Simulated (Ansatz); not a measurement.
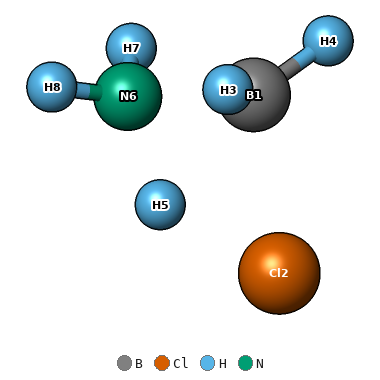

The system is the reacting system BClH₅N (fragments BClH₅N where the first distance is long, BH₄N + ClH where the second is long); the picture shows the reference structure. First axis: distance Cl2–H5 (bond that forms). Second axis: distance B1–Cl2 (bond that breaks). Relaxed at each point: all other coordinates. Grid: 12 × 12 points. Points are written as (first, second). All energies are given in kJ/mol relative to the lowest grid point. Energies and slopes of some neighbouring points disagree (a jump in structure or state, or too coarse a mesh). The reference is spin-restricted, so regions where a bond is pulled apart into radicals lie too high. Method: RKS CAM-B3LYP-D4/def2-SVP (Ansatz).

Its coordinates:

```yaml
atoms:
  - { symbol: B, position_ang: [-0.6117, -0.6563, -0.2304] }
  - { symbol: Cl, position_ang: [0.0870, 0.2725, -2.0620] }
  - { symbol: H, position_ang: [-1.7597, -0.3510, -0.0774] }
  - { symbol: H, position_ang: [-0.1854, -1.7751, -0.1992] }
  - { symbol: H, position_ang: [0.7483, 0.8730, -0.5504] }
  - { symbol: N, position_ang: [0.4673, 0.4579, 0.6851] }
  - { symbol: H, position_ang: [1.2508, 0.0248, 1.1697] }
  - { symbol: H, position_ang: [0.0033, 1.1543, 1.2648] }
```

Range: distance Cl2–H5 (bond that forms) from 1.197 to 2.697 Å; distance B1–Cl2 (bond that breaks) from 1.674 to 3.174 Å.

### What will the energy surface look like?

The lowest grid point is at (2.529 Å, 1.852 Å). The highest grid point, (1.197 Å, 1.674 Å), lies 312 kJ/mol above the lowest.

```tsv
second ↓, first →	1.197	1.272	1.375	1.493	1.621	1.757	1.900	2.050	2.204	2.364	2.529	2.697
3.174	74	59	66	94	126	149	166	180	194	207	75	72
3.006	78	63	70	98	127	144	156	166	177	187	87	83
2.841	85	70	77	104	127	138	143	149	157	165	167	94
2.681	93	79	86	110	125	127	128	130	134	139	146	141
2.527	105	91	99	117	120	114	109	107	108	111	117	123
2.377	121	106	114	120	111	98	88	82	80	82	85	90
2.234	140	125	128	119	100	81	66	57	53	52	54	58
2.098	164	149	140	117	90	65	47	35	29	26	26	30
1.970	192	174	153	119	85	57	35	21	12	7	7	9
1.852	225	204	172	131	92	59	35	19	8	2	0	1
1.749	267	243	204	157	114	79	52	34	21	14	11	12
1.674	312	286	243	191	145	108	80	60	47	39	35	35
```

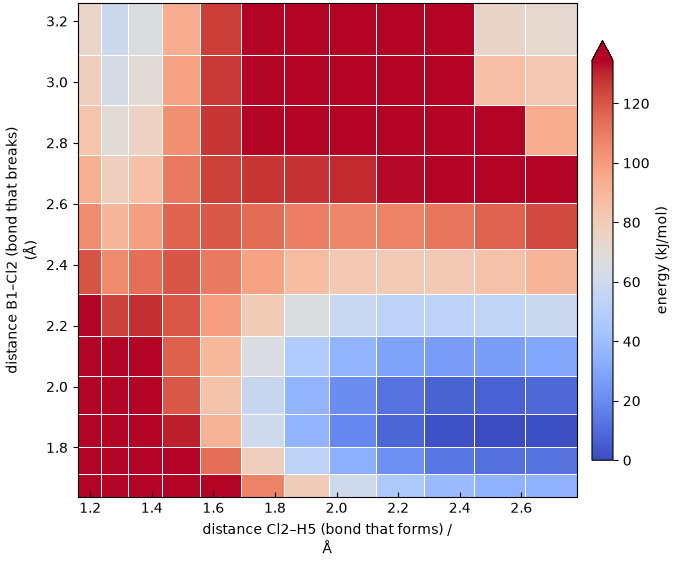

In the figure: one coloured cell a grid point, one colour for all values above the top of the scale.

The whole map (144 points run) took 28 min on 1 thread of Arm Neoverse V1 (shared host).
